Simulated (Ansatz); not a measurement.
# H₅NOSi···HCl: what the fields show

```xyz
10

Si    0.1863   -0.7141    0.6006
Cl    0.8815    2.7101   -1.0866
H     0.1056   -2.1891    0.7370
H     0.9483   -0.0485    1.6751
N    -1.4126   -0.1430    0.5762
H     1.1010    1.4241   -1.0206
O     1.1096   -0.3595   -0.7479
H    -2.1800   -0.7003    0.2424
H    -1.6300    0.8403    0.5846
H     0.8904   -0.8202   -1.5608
```

The product side of a reaction path; geometry: PBE0-D4/def2-TZVP.

Method: RKS PBE0-D4/def2-TZVPP in Ansatz 0.2.0.

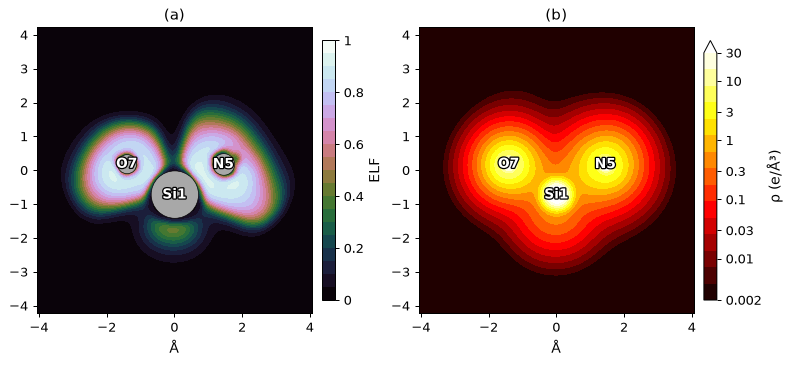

Figure 1. (a) electron localisation function; (b) electron density on the plane of atoms N5, Si1 and O7. Grey discs cover the atomic cores in the ELF map.

**Describe what can be read from this map.**

- Atoms in the plane: Si, N and O.
- Si–O (1.67 Å): ρ is about 1.1 e/Å³ halfway; the ELF peaks at about 0.90 between the atoms, as expected for a shared but strongly polarised pair.
- Si–N (1.70 Å): ρ is about 1.2 e/Å³ halfway; the ELF peaks at about 0.90 between the atoms: a polar covalent bond.
- The ELF also peaks beside N5 and O7, away from the bonds: lone-pair regions.

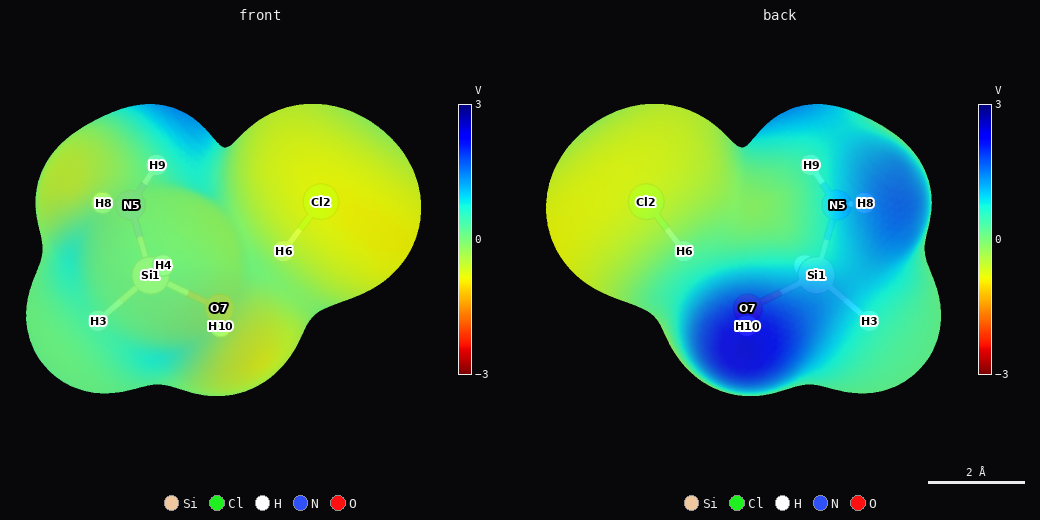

Figure 2. The electrostatic potential painted on the density surface at 0.001 e/bohr³, seen from the front and from behind; red is negative and blue positive.

**Which sites attract a positive test charge, and which a negative one?**

A positive charge is drawn to the negative regions and a negative charge to the positive ones. The most negative region (about −0.9 V) lies over Cl2 and O7, the most positive (about +2.4 V) over H10.

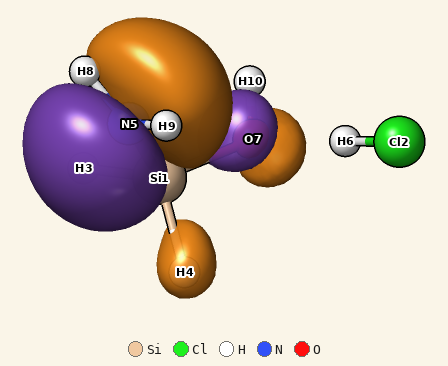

Figure 3. The HOMO at ±0.1 Å⁻³ᐟ² (orange and purple are the two phases), seen from one side.

**Describe this orbital and give its energy.**

It lies mainly on N5 (about 65 %) and O7 (about 5 %); largely a lone pair of N5. Its energy is −8.02 eV.
